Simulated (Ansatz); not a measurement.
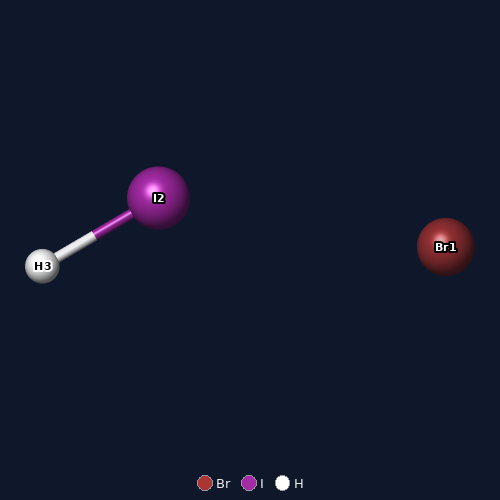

The system is Br⁻ + IH; the picture shows the reference structure. First axis: distance Br1–I2. Second axis: distance I2–H3. Nothing is relaxed (the angle Br1–I2–H3 is fixed at 140 degrees). The scan uses a 17 × 17 grid. Points are written as (first, second). Energies: kJ/mol, counted from the lowest grid point. The reference is spin-restricted, so regions where a bond is pulled apart into radicals lie too high. Computed with RKS PBE0-D4/def2-SVPD in Ansatz.

Its coordinates:

```xyz
3

Br   -3.5470    0.0000    0.0000
I     0.0000    0.0000    0.0000
H     1.2502    1.0490    0.0000
```

Range: distance Br1–I2 from 2.072 to 4.472 Å; distance I2–H3 from 1.360 to 3.760 Å.

What will the energy surface look like?

Answer. The lowest grid point is at (3.547 Å, 1.632 Å). No other kind of well shows on this grid. The highest grid point, (2.072 Å, 1.360 Å), lies 841 kJ/mol above the lowest.

| distance I2–H3 ↓, distance Br1–I2 → | 2.137 | 2.344 | 2.601 | 2.891 | 3.208 | 3.547 | 3.904 | 4.279 |
| --- | --- | --- | --- | --- | --- | --- | --- | --- |
| 3.567 | 530 | 369 | 301 | 294 | 314 | 341 | 364 | 381 |
| 3.192 | 514 | 349 | 275 | 265 | 282 | 306 | 328 | 344 |
| 2.835 | 498 | 324 | 243 | 226 | 237 | 258 | 277 | 292 |
| 2.496 | 484 | 298 | 203 | 174 | 178 | 193 | 209 | 222 |
| 2.179 | 478 | 273 | 159 | 114 | 106 | 115 | 127 | 137 |
| 1.889 | 487 | 257 | 119 | 56 | 37 | 37 | 44 | 52 |
| 1.632 | 533 | 278 | 116 | 37 | 6 | 0 | 3 | 8 |
| 1.425 | 648 | 374 | 195 | 104 | 66 | 55 | 56 | 59 |

The table holds every second grid line.

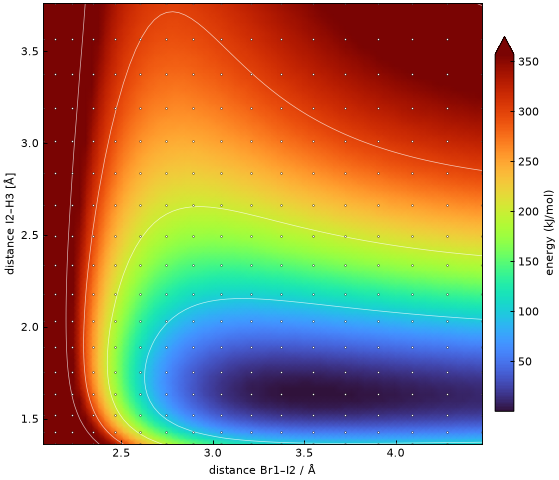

In the figure: a smooth colour map with a few white contour lines, dots at the grid points, one colour for all values above the top of the scale. Between grid points the surface is interpolated.

Each point was launched as `ansatz run input.yaml --threads 1 --pin off --max-ram 2560MiB --backend cpu --events-out ev --progress --plain --runs-dir out`. The whole map (289 points run) took 21 min on 1 thread of Arm Neoverse V2, with other jobs on the host.
